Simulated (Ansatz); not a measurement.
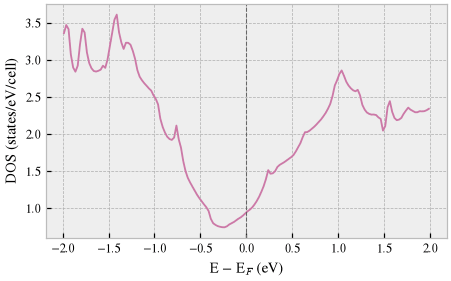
Fig. 1. Density of states of NbH (Cmme) near the Fermi level, PBEsol, rigid bands run with Ansatz (a program for electronic structure).

### Question
With 4 atoms a cell, what bare Sommerfeld coefficient γ = (π²/3) k_B² N(E_F) follows?

### Answer
N(E_F) ≈ 0.94 states/eV a cell at 300 K, so γ ≈ 0.56 mJ/(mol of atoms·K²), before electron-phonon enhancement.

### Question
How far does the Fermi level move in a rigid band for 0.1 electron a cell added or removed?

### Answer
99 meV and -113 meV.

A metal at this level (no band gap); rigid bands, thermally averaged at 300 K, both spins. Spin-orbit coupling is left out. Geometry: cell and atoms relaxed with PBEsol.

Computed structure, not matched to a measured one here, so possibly hypothetical: NbH (Cmme).
